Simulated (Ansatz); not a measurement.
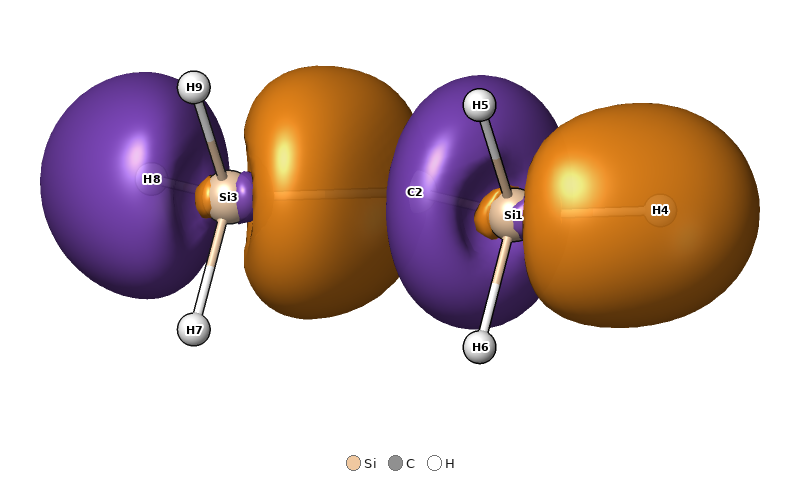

The picture shows: CH₆Si₂ (SMILES [SiH3][C][SiH3]) (triplet). One frontier orbital at ±0.08 Å⁻³ᐟ² (orange and purple are the two phases), seen at a tilt.

Not at a stationary point (largest force 1.7 eV/Å).

Method: Ansatz, SCF HSE06, Gaussian basis.

```xyz
9

Si    1.5005   -0.2867    0.0133
C     0.0063   -0.2910   -1.1067
Si   -1.4998    0.2520   -0.1453
H     2.6828   -0.7149   -0.7487
H     1.7208    1.0704    0.5353
H     1.2790   -1.2136    1.1334
H    -1.7293   -0.6734    0.9744
H    -2.6727    0.2467   -1.0319
H    -1.2875    1.6106    0.3762
```

> Which orbital is it: HOMO (β) or LUMO (β)?

The HOMO (β), at −8.08 eV. It lies mainly on C2 (about 40 %), Si1 (about 20 %), Si3 (about 20 %), H4 (about 10 %) and H8 (about 10 %).
